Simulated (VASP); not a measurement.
Energy against volume of Ni3Al (L1_2). Level of theory: r2SCAN+rVV10, VASP's PBE PAW potentials (set 64) (plane waves; VASP 6.6.1).

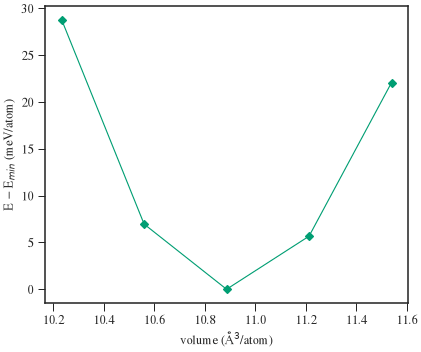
*Energy against volume*

Task: Estimate the equilibrium volume and the bulk modulus.

Result: The minimum lies near 10.9 Å³/atom, and the curvature gives B0 of about 210 GPa.

Measured: bulk modulus 174 GPa (computed value off by +18.1 %), as given by Nikolai A. Zarkevich et al., Crystals (2023), arXiv:2304.06869; a 3.572 Å (computed value off by -1.5 %), as given by Tensorial elastic properties and stability of interface states associated with Σ5(210) grain boundaries in Ni3(Al,Si). The calculation is for a static lattice, while the measured bulk modulus, a hold thermal and zero-point effects, which are part of the difference.

The compound is Ni3Al in the L1_2 structure. It was relaxed first.
